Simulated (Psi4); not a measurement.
## Run report: SiH$_{3}$O$_{4}$, energy and gradient calculation (part 2 of 2)

SiH$_{3}$O$_{4}$, multiplicity 2, SMILES [O][Si](O)(O)O; TPSSh/6-31G*, UKS (Psi4 1.11). The geometry comes from this level: PBE0-D4/def2-TZVP.

Geometry of the input (Å):
```
O  -1.4176  0.2478  1.1930
Si -0.1958  0.0587  0.0910
O  1.1171  -0.0673  1.0498
O  -0.2499  1.3391  -0.9027
O  -0.2663  -1.2635  -0.8497
H  1.2714  0.6330  1.6867
H  -0.0940  1.1731  -1.8338
H  -0.1650  -2.1208  -0.4343
```

### Output, continued
```
    Nuclear Repulsion Energy =            257.3641515932505399
    One-Electron Energy =               -1330.2834752350863710
    Two-Electron Energy =                 531.8138226830130861
    DFT Exchange-Correlation Energy =     -51.1555302439910946
    Empirical Dispersion Energy =           0.0000000000000000
    VV10 Nonlocal Energy =                  0.0000000000000000
    Total Energy =                       -592.2610312028139106

  UHF NO Occupations:
  HONO-2 :   23  A 1.9995006
  HONO-1 :   24  A 1.9994030
  HONO-0 :   25  A 1.0000000
  LUNO+0 :   26  A 0.0005970
  LUNO+1 :   27  A 0.0004994
  LUNO+2 :   28  A 0.0002189
  LUNO+3 :   29  A 0.0001297

Computation Completed

Properties will be evaluated at   0.000000,   0.000000,   0.000000 [a0]

Properties computed using the SCF density matrix

 Multipole Moments:

 ------------------------------------------------------------------------------------
     Multipole            Electronic (a.u.)      Nuclear  (a.u.)        Total (a.u.)
 ------------------------------------------------------------------------------------

 L = 1.  Multiply by 2.5417464519 to convert [e a0] to [Debye]
 Dipole X            :         -0.0889553            0.2439036            0.1549483
 Dipole Y            :          0.0868141           -0.3764000           -0.2895859
 Dipole Z            :         -1.0535272            1.6901732            0.6366460
 Magnitude           :                                                    0.7163708

 ------------------------------------------------------------------------------------

	total time  =         63 seconds =       1.05 minutes

         ------------------------------------------------------------
                                   SCF GRAD
         ------------------------------------------------------------

  ==> Geometry <==

    Molecular point group: c1
    Full point group: C1

    Geometry (in Angstrom), charge = 0, multiplicity = 2:

       Center              X                  Y                   Z               Mass
    ------------   -----------------  -----------------  -----------------  -----------------
         O           -0.000669795056     0.016726982301    -1.656603123178    15.994914619570
         SI          -0.000669795056     0.016726982301    -0.000415123178    27.976926534650
         O           -0.000669795056    -1.576972138122     0.344551979617    15.994914619570
         O           -1.299739834323     0.863190067095     0.474672410577    15.994914619570
         O            1.285851854355     0.693119484400     0.724468027703    15.994914619570
         H           -0.691304792281    -2.116289347638    -0.045359728246     1.007825032230
         H           -1.187255941197     1.444902973919     1.228174888905     1.007825032230
         H            2.138826634767     0.269511160403     0.620683366498     1.007825032230

  Nuclear repulsion =  257.364151593250540

  ==> Basis Set <==

  Basis Set: 6-31G*
    Blend: 6-31G*
    Number of shells: 38
    Number of basis functions: 80
    Number of Cartesian functions: 85
    Spherical Harmonics?: true
    Max angular momentum: 2

  ==> DirectJKGrad: Integral-Direct SCF Gradients <==

    Gradient:                    1
    J tasked:                  Yes
    K tasked:                  Yes
    wK tasked:                  No
    Integrals threads:           1
    Schwarz Cutoff:          1E-12

  ==> DFT Potential <==

   => LibXC <=

    Version 7.1.2

   => Composite Functional: TPSSH <=

    TPSSh Hyb-GGA Exchange-Correlation Functional

    Deriv               =              1
    GGA                 =           TRUE
    Meta                =           TRUE

    Exchange Hybrid     =           TRUE
    MP2 Hybrid          =          FALSE

   => Exchange Functionals <=

    0.9000   Tao, Perdew, Staroverov & Scuseria

   => Exact (HF) Exchange <=

    0.1000               HF

   => Correlation Functionals <=

    1.0000   Tao, Perdew, Staroverov & Scuseria

   => LibXC Density Thresholds  <==

    XC_HYB_MGGA_XC_TPSSH:  1.00E-15

   => Molecular Quadrature <=

    Radial Scheme          =       TREUTLER
    Pruning Scheme         =           NONE
    Nuclear Scheme         =       TREUTLER

    Blocking Scheme        =         OCTREE
    BS radius alpha        =              1
    Pruning alpha          =              1
    Radial Points          =             99
    Spherical Points       =            590
    Total Points           =         445464
    Total Blocks           =           3197
    Max Points             =            256
    Max Functions          =             78
    Weights Tolerance      =       1.00E-15

  -Total Gradient:
     Atom            X                  Y                   Z
    ------   -----------------  -----------------  -----------------
       1        0.000418060105     0.001011286758     0.008056107200
       2       -0.001571601868    -0.002962614271     0.008031379623
       3       -0.008645944332     0.009850547557    -0.008049582279
       4        0.014117208017    -0.001215070464     0.003761809885
       5       -0.001232790402    -0.011035303254    -0.009103146025
       6        0.008234767722     0.005873199846     0.004611681958
       7       -0.001944699142    -0.006634468547    -0.008702793192
       8       -0.009332210434     0.005124443184     0.001417705550

	total time  =          6 seconds =       0.10 minutes

Properties will be evaluated at   0.000000,   0.000000,   0.000000 [a0]
OEProp: No title given, name of density matrix used for the following properties is 'SCF alpha density'

 Multipole Moments:

 ------------------------------------------------------------------------------------
     Multipole            Electronic (a.u.)      Nuclear  (a.u.)        Total (a.u.)
 ------------------------------------------------------------------------------------

 L = 1.  Multiply by 2.5417464519 to convert [e a0] to [Debye]
 Dipole X            :         -0.0889553            0.2439036            0.1549483
 Dipole Y            :          0.0868141           -0.3764000           -0.2895859
 Dipole Z            :         -1.0535272            1.6901732            0.6366460
 Magnitude           :                                                    0.7163708

 ------------------------------------------------------------------------------------
  Mulliken Charges: (a.u.)
   Center  Symbol    Alpha    Beta     Spin     Total
       1     O     4.64286  3.71838  0.92448 -0.36123
       2    SI     6.43022  6.46571 -0.03549  1.10407
       3     O     4.38192  4.30120  0.08072 -0.68311
       4     O     4.36038  4.32955  0.03083 -0.68993
       5     O     4.35650  4.35428  0.00222 -0.71078
       6     H     0.27511  0.27714 -0.00203  0.44776
       7     H     0.27578  0.27658 -0.00080  0.44765
       8     H     0.27726  0.27717  0.00009  0.44557

   Total alpha = 25.00000, Total beta = 24.00000, Total charge =  0.00000

  Lowdin Charges: (a.u.)
   Center  Symbol    Alpha    Beta     Spin     Total
       1     O     4.57615  3.67029  0.90586 -0.24645
       2    SI     6.65584  6.67087 -0.01503  0.67329
       3     O     4.27953  4.20021  0.07932 -0.47974
       4     O     4.25926  4.22883  0.03043 -0.48809
       5     O     4.25467  4.25308  0.00159 -0.50776
       6     H     0.32426  0.32564 -0.00138  0.35010
       7     H     0.32452  0.32520 -0.00068  0.35028
       8     H     0.32577  0.32587 -0.00011  0.34836

  Total alpha = 25.00000, Total beta = 24.00000, Total charge = -0.00000

  Variable Map:
  ----------------------------------------------------------------------------
  "CURRENT ENERGY"              =>    -592.261031202814
  "CURRENT REFERENCE ENERGY"    =>    -592.261031202814
  "DD SOLVATION ENERGY"         =>       0.000000000000
  "DFT FUNCTIONAL TOTAL ENERGY" =>    -592.261031202814
  "DFT TOTAL ENERGY"            =>    -592.261031202814
  "DFT VV10 ENERGY"             =>       0.000000000000
  "DFT XC ENERGY"               =>     -51.155530243991
  "GRID ELECTRONS ALPHA"        =>      24.999999772432
  "GRID ELECTRONS BETA"         =>      23.999999689112
  "GRID ELECTRONS TOTAL"        =>      48.999999461544
  "NUCLEAR REPULSION ENERGY"    =>     257.364151593251
  "ONE-ELECTRON ENERGY"         =>   -1330.283475235086
  "PCM POLARIZATION ENERGY"     =>       0.000000000000
  "PE ENERGY"                   =>       0.000000000000
  "SCF ITERATION ENERGY"        =>    -592.261031202814
  "SCF ITERATIONS"              =>      19.000000000000
  "SCF TOTAL ENERGY"            =>    -592.261031202814
  "TWO-ELECTRON ENERGY"         =>     531.813822683013
  "XC GRID RADIAL POINTS"       =>      99.000000000000
  "XC GRID SPHERICAL POINTS"    =>     590.000000000000
  "XC GRID TOTAL POINTS"        =>  445464.000000000000

  Array Variable Map:
  ----------------------------------------------------------------------------
  "CURRENT DIPOLE"              =>       0.154948299370 ... 0.636646047184 1 by 3
  "CURRENT GRADIENT"            =>       0.000418060105 ... 0.001417705550 8 by 3
  "DFT TOTAL GRADIENT"          =>       0.000418060105 ... 0.001417705550 8 by 3
  "DIPOLE"                      =>       0.154948299370 ... 0.636646047184 1 by 3
  "SCF DIPOLE"                  =>       0.154948299370 ... 0.636646047184 1 by 3
  "SCF TOTAL ENERGIES"          =>    -591.569318663281 ... -592.261031202814 1 by 20
  "SCF TOTAL GRADIENT"          =>       0.000418060105 ... 0.001417705550 8 by 3

    Psi4 run time: 0:01:09.02
```

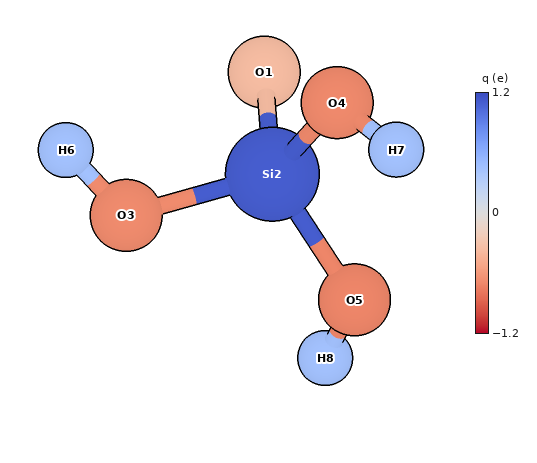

Mulliken charges, as the colour of each atom (ball-and-stick view, seen at a tilt; atoms are numbered from 1 in the order of the input). By element: O −0.71 to −0.36, Si +1.10 and H +0.45 e.

### Key numbers

| quantity | value |
| --- | --- |
| outcome | converged |
| total energy | −592.261031 hartree |
| basis functions | 80 |
| largest force | 0.791 eV/Å |
| ⟨S²⟩ | 0.753 |
| dipole moment | 1.82 D |
| hardware | 1 thread of Intel Xeon (Granite Rapids), 32 GiB of memory available, shared host |
| wall time | 70 s |
| peak memory | 1.4 GiB |
